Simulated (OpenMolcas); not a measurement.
Single-point calculation, with input and output: Si$_{3}$NH$_{9}$ (part 2 of 2)

The same run, continued: Si$_{3}$NH$_{9}$, SMILES [SiH3]N([SiH3])[SiH3]; CASPT2/ANO-RCC-VDZ, DKH2 (OpenMolcas 26.06). The geometry comes from this level: GFN2-xTB.

Geometry of the input (Å):
```
Si -0.5286  1.4283  -0.8345
N  -0.1336  -0.0103  0.0698
Si 0.7727  0.1374  1.5529
Si -0.2674  -1.5674  -0.7064
H  -1.6803  1.1162  -1.6785
H  -0.8557  2.4780  0.1285
H  0.6088  1.8412  -1.6651
H  0.5300  -1.0695  2.3401
H  2.2062  0.2747  1.2687
H  0.2841  1.3238  2.2521
H  -1.4710  -1.5446  -1.5345
H  -0.3774  -2.5756  0.3454
H  0.9122  -1.8322  -1.5385
```

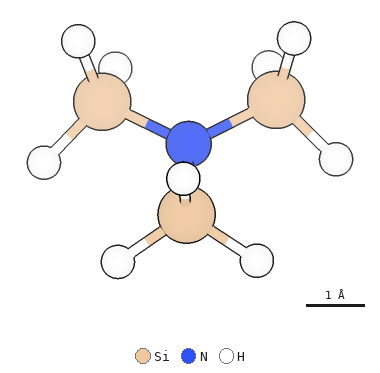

*The structure (ball-and-stick view, seen at a tilt).*

Output, continued:
```
      RASSCF algorithm: LK RI/DF
      Maximum number of macro iterations       200
      Maximum number of SX iterations          100
      Threshold for RASSCF energy            1.000E-08
      Threshold for max MO rotation          1.000E-01
      Threshold for max BLB element          1.000E-04
      Level shift parameter                  5.000E-01
      Make Quasi-Newton update
--

      The MO-coefficients are taken from the file:
      step2.RasOrb
      Title: RASSCF average (pseudo-natural) orbitals

      Total molecular charge    0.00

      ************************************************************************************************************************
      *                                            Wave function control section                                             *
      ************************************************************************************************************************

                                         RASSCF iterations: Energy and convergence statistics
                                         ----------------------------------------------------

          iter iter root      energy       change     param      element    value   shift minimum  type update hh:mm:ss
 Nr of preliminary CI iterations:   1
        1   1    5    1  -928.25552345    0.00E+00   5.77E-05   17  66 1  7.19E-06   0.00   0.00    SX    NO    0:00:00
        2   1    4    1  -928.25552346   -1.37E-09  -5.76E-05   17  66 1 -3.22E-06   0.00   0.00    SX    NO    0:00:00
        3   1    4    1  -928.25552346   -1.13E-09   5.72E-05   17  66 1  3.15E-06   0.00   0.00    SX    NO    0:00:00
        4   1    4    1  -928.25552346   -1.12E-09  -5.67E-05   30  64 1 -2.02E-06   0.00   0.00    SX    NO    0:00:00
      Convergence after  4 iterations
        5   1    4    1  -928.25552346   -1.07E-09  -5.67E-05   30  64 1 -2.00E-06   0.00   0.00    SX    NO    0:00:00

      ************************************************************************************************************************
                                                      Wave function printout:
                       occupation of active orbitals, and spin coupling of open shells (u,d: Spin up or down)
      ************************************************************************************************************************

      Note: transformation to natural orbitals
      has been made, which may change the order of the CSFs.

      printout of CI-coefficients larger than  0.05 for root  1
      energy=    -928.255523
      conf/sym  11     Coeff  Weight
             1  20   0.99657 0.99314
             3  02  -0.08281 0.00686

      Natural orbitals and occupation numbers for root  1
      sym 1:   1.986287   0.013713

      ************************************************************************************************************************
      *                                                    Final results                                                     *
      ************************************************************************************************************************

++    Final optimization conditions:
      ------------------------------

      Average CI energy                            -928.25552346
      RASSCF energy for state  1                   -928.25552346
      Super-CI energy                                -0.00000000
      RASSCF energy change                           -0.00000000
      Max change in MO coefficients               6.784E-05
      Max non-diagonal density matrix element    -5.671E-05
      Maximum BLB matrix element                 -2.000E-06
      (orbital pair  30,  64 in symmetry   1)
      Norm of electronic gradient            6.554E-06
--

      Final state energy(ies):
      ------------------------

::    RASSCF root number  1 Total energy:   -928.25552346
      Von Neumann Entropy (Root   1) =  0.05915

      Mulliken population analysis for root number:  1
      -----------------------------------------------

++    Molecular charges:
      ------------------

      Mulliken charges per centre
      ---------------------------

                SI1     N2      SI3     SI4     H5      H6      H7      H8      H9      H10     H11     H12
      Total   12.7292  8.6314 12.7283 12.7284  1.2387  1.2384  1.2500  1.2384  1.2512  1.2383  1.2380  1.2387

      N-E      1.2708 -1.6314  1.2717  1.2716 -0.2387 -0.2384 -0.2500 -0.2384 -0.2512 -0.2383 -0.2380 -0.2387

                H13
      Total    1.2510

      N-E     -0.2510

      Total electronic charge=   58.000000

      Total            charge=   -0.000000
--

      Expectation values of various properties for root number:  1
      -----------------------------------------------------------

++    Molecular properties:
      ---------------------

      Charge (e):
                      =   -0.0000
      Dipole Moment (debye):
      Origin of the operator (angstrom)=   -0.0221   -0.0017    0.0115
                   X=  9.4359E-02               Y=  3.3438E-03               Z= -4.8581E-02           Total=  1.0618E-01
      Quadrupole Moment (debye*angstrom):
      Origin of the operator (angstrom)=   -0.0221   -0.0017    0.0115
                  XX= -5.5624E+01              XY= -2.2062E-01              XZ=  1.5397E+00              YY= -5.2585E+01
                  YZ=  7.7177E-02              ZZ= -5.3389E+01
      In traceless form (debye*angstrom)
                  XX= -2.6373E+00              XY= -3.3093E-01              XZ=  2.3095E+00              YY=  1.9210E+00
                  YZ=  1.1577E-01              ZZ=  7.1632E-01
--

      LoProp population analysis for root number:  1
      -----------------------------------------------

++    LoProp analysis:
      ----------------

++    Static properties:
      ------------------

      LoProp Charges per center

                   SI1      N2       SI3      SI4      H5       H6       H7       H8       H9       H10
      Nuclear     14.0000   7.0000  14.0000  14.0000   1.0000   1.0000   1.0000   1.0000   1.0000   1.0000
      Electronic -13.3451  -7.9393 -13.3445 -13.3446  -1.1068  -1.1068  -1.1280  -1.1068  -1.1284  -1.1073

      Total        0.6549  -0.9393   0.6555   0.6554  -0.1068  -0.1068  -0.1280  -0.1068  -0.1284  -0.1073

                   H11      H12      H13
      Nuclear      1.0000   1.0000   1.0000
      Electronic  -1.1073  -1.1067  -1.1282

      Total       -0.1073  -0.1067  -0.1282
--

      Natural Bond Order analysis for root number:  1

++    Natural Bond Order analysis
      ---------------------------
      Based on LoProp computed density
      -------------------------------------------------------------------------------------
      Atom A       Atom B       Bond Order
      -------------------------------------------------------------------------------------
      NBO located      1.001 non-bonded electrons on atom SI1
      NBO located      1.000 non-bonded electrons on atom SI1
      NBO located      0.996 non-bonded electrons on atom SI1
      NBO located      0.997 non-bonded electrons on atom SI1
      NBO located      0.998 non-bonded electrons on atom SI1
      NBO located      1.000 non-bonded electrons on atom N2
      NBO located      1.001 non-bonded electrons on atom SI3
      NBO located      1.000 non-bonded electrons on atom SI3
      NBO located      0.996 non-bonded electrons on atom SI3
      NBO located      0.997 non-bonded electrons on atom SI3
      NBO located      0.998 non-bonded electrons on atom SI3
      NBO located      1.001 non-bonded electrons on atom SI4
      NBO located      1.000 non-bonded electrons on atom SI4
      NBO located      0.996 non-bonded electrons on atom SI4
      NBO located      0.998 non-bonded electrons on atom SI4
      NBO located      0.998 non-bonded electrons on atom SI4
      The remaining   15.620 electrons are to be considered as diffuse
--

--

      Average orbitals are written to the RASORB file
      Natural orbitals for root   1 are written to the RASORB.1 file
      Spin density orbitals for root   1 are written to the SPDORB.1 file

--- Stop Module: rasscf /rc=_RC_ALL_IS_WELL_ ---
--- Module rasscf spent 1 second ---

--- Start Module: caspt2 ---

                                              &CASPT2

                       available to each process: 1.9 GB of memory, 1 thread

++    Wave function specifications:
      -----------------------------

      Number of closed shell electrons          42
      Number of electrons in active shells       2
      Max number of holes in RAS1 space          0
      Max number of electrons in RAS3 space      0
      Number of inactive orbitals               21
      Number of active orbitals                  2
      Number of secondary orbitals              36
      Spin quantum number                      0.0
      State symmetry                             1
      Number of CSFs                             3
      Number of CASSCF root(s) available         1
      CASPT2 state passed to geometry opt.       1
      A file JOBMIX will be created
      This is a CASSCF or RASSCF reference function
--

++    Orbital specifications:
      -----------------------

      Symmetry species                           1
                                                 a
      Frozen orbitals                            7
      Inactive orbitals                         21
      Active orbitals                            2
      Secondary orbitals                        36
      Deleted orbitals                           0
      Number of basis functions                 66
--

++    CASPT2 specifications:
      ----------------------

      Type of calculation                        SS-CASPT2
      Fock operator                              state-specific
      IPEA shift                                 0.25
      Real shift                                 0.00
      Imaginary shift                            0.20
      The input orbitals will be transformed to quasi-canonical
--

--------------------------------------------------------------------------------
 Estimated memory requirements:
  POLY3 :                   250070
  RHS:                      571616
  SIGMA :                   557692
  PRPCTL:                        0
 Available workspace:    232488079

++ CASPT2 computation for group   1

********************************************************************************
 Multi-State initialization phase begins for group   1
--------------------------------------------------------------------------------
********************************************************************************
 Compute H0 matrices for state    1
--------------------------------------------------------------------------------
--------------------------------------------------------------------------------
 H0 matrices have been computed.

********************************************************************************
  CASPT2 EQUATION SOLUTION
--------------------------------------------------------------------------------

  Total nr of CASPT2 parameters:
   Before reduction:      382365
   After  reduction:      376365

 Variance of |WF0>:       0.7396823532

 The contributions to the second order correlation energy in atomic units.
-----------------------------------------------------------------------------------------------------------------------------
  IT.      VJTU        VJTI        ATVX        AIVX        VJAI        BVAT        BJAT        BJAI        TOTAL       RNORM
-----------------------------------------------------------------------------------------------------------------------------
   1    -0.000000   -0.000352   -0.000000   -0.030877   -0.005166   -0.000940   -0.008600   -0.215670   -0.261605    0.020027
   2    -0.000000   -0.000392   -0.000000   -0.032171   -0.005451   -0.001000   -0.008802   -0.216310   -0.264127    0.004013
   3    -0.000000   -0.000395   -0.000000   -0.032260   -0.005456   -0.001004   -0.008791   -0.216307   -0.264213    0.001198
   4    -0.000000   -0.000398   -0.000000   -0.032243   -0.005446   -0.001003   -0.008775   -0.216260   -0.264125    0.000311
   5    -0.000000   -0.000398   -0.000000   -0.032241   -0.005445   -0.001003   -0.008775   -0.216256   -0.264118    0.000102
   6    -0.000000   -0.000398   -0.000000   -0.032241   -0.005445   -0.001003   -0.008776   -0.216260   -0.264124    0.000028
   7    -0.000000   -0.000398   -0.000000   -0.032241   -0.005446   -0.001003   -0.008776   -0.216260   -0.264124    0.000009
   8    -0.000000   -0.000398   -0.000000   -0.032241   -0.005446   -0.001003   -0.008776   -0.216260   -0.264124    0.000002
-----------------------------------------------------------------------------------------------------------------------------

  FINAL CASPT2 RESULT:

      Reference energy:        -928.2555234592
      E2 (Non-variational):      -0.2641237038
      Shift correction:          -0.0021322386
      E2 (Variational):          -0.2662559424
      Total energy:            -928.5217794016
      Residual norm:              0.0000006773
      Reference weight:           0.89847

      Contributions to the CASPT2 correlation energy
      Active & Virtual Only:         -0.0010029047
      One Inactive Excited:          -0.0410172540
      Two Inactive Excited:          -0.2221035451

++ Denominators, etc.
--------------------------------------------------------------------------------------------------------------
 Report on small energy denominators, large coefficients, and large energy contributions.
CASE  SYMM ACTIVE-MIX  NON-ACTIVE INDICES          DENOMINATOR     RHS VALUE       COEFFICIENT     CONTRIBUTION
--

   (Skipping property calculation,
    use PROP keyword to activate)
--

  Total CASPT2 energies:
::    CASPT2 Root  1     Total energy:   -928.52177940

  A NEW JOBIPH FILE NAMED 'JOBMIX' IS PREPARED.
********************************************************************************
--- Stop Module: caspt2 /rc=_RC_ALL_IS_WELL_ ---

.##################.
.# Happy landing! #.
.##################.

    Timing: Wall=3.76 User=3.23 System=0.52
```

Summary:

```json
{"quantity": "outcome", "value": "converged"}
{"quantity": "total energy", "value": "−928.521779 hartree"}
{"quantity": "CASSCF energy", "value": "−928.255523 hartree"}
{"quantity": "basis functions", "value": "66"}
{"quantity": "wall time", "value": "4.2 s"}
{"quantity": "peak memory", "value": "0.083 GiB"}
```
